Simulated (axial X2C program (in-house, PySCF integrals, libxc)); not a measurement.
RhMg: relativistic diatomic calculation

RhMg, single determinant with Ω = 1/2. Computed at this level: PBE0, two-component X2C with atomic mean-field Coulomb and Gaunt terms, Rh dyall-v3z, Mg dyall-v3z (cores contracted) (axial X2C program (in-house, PySCF integrals, libxc)).

### The input
```
{"zs": [45, 12], "q": 0, "bas": ["dyall-v3z", "dyall-v3z"], "levels": ["PBE0", "HF", "PBEsol", "B97-3"], "cc": false, "r0": 2.64, "npts": 10, "nst": 2, "ntry": 6, "opt": {"pick": 2}}
```

The line is the task of a batch: nuclear charges, charge, bases, the levels to run, a first guess of the distance and further settings. This report covers PBE0 with spin-orbit coupling. The log is that of the reference distance 2.353 Å, started from orbitals converged before.

Launched within a batch (the task file carries these settings):
```bash
python <driver script> task.json out
```

### The program's output
```
two-component X2C + atomic mean field  PBE0
basis functions 206  fitting functions 979  grid points 5080
iter        total energy     max residual
   1      -4981.671433170     7.33e-06
   2      -4981.671433179     5.58e-06
   3      -4981.671433182     5.47e-06
   4      -4981.671433184     2.42e-06
   5      -4981.671433186     1.64e-06
   6      -4981.671433186     1.17e-06
converged
one-electron -7117.25264972  Coulomb 2172.69307320  exact exchange -38.38616206  xc functional -117.72439023  nuclear repulsion 121.44313383  atomic mean-field constant -2.44443821
```

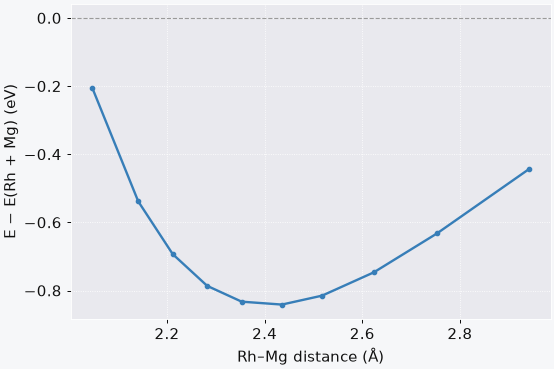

Energy at 10 bond lengths, for one set of occupations held fixed; the line joins the points. A polynomial of degree 6 through 9 points gives rₑ = 2.411 Å, ωₑ = 282.0 cm⁻¹, ωₑxₑ = 1.7 cm⁻¹ and Bₑ = 0.1491 cm⁻¹. The minimum lies 0.84 eV below Rh + Mg, each computed as one determinant at the same level.

### What the run reported

- outcome: converged
- bond length rₑ: 2.411 Å
- ωₑ: 282.0 cm⁻¹
- energy at the minimum: −4981.67181 hartree
- depth below the fragments: 0.84 eV
- hardware: 1 thread of Arm Neoverse N1, 98 GiB of memory available, shared host
- wall time: 21 s

### What is odd here

This input holds a deliberate oddity: excited determinant (pick = 2.0). The program ran to the end. Its numbers are those of the input as typed; this run alone doesn't show how far the oddity moves them.
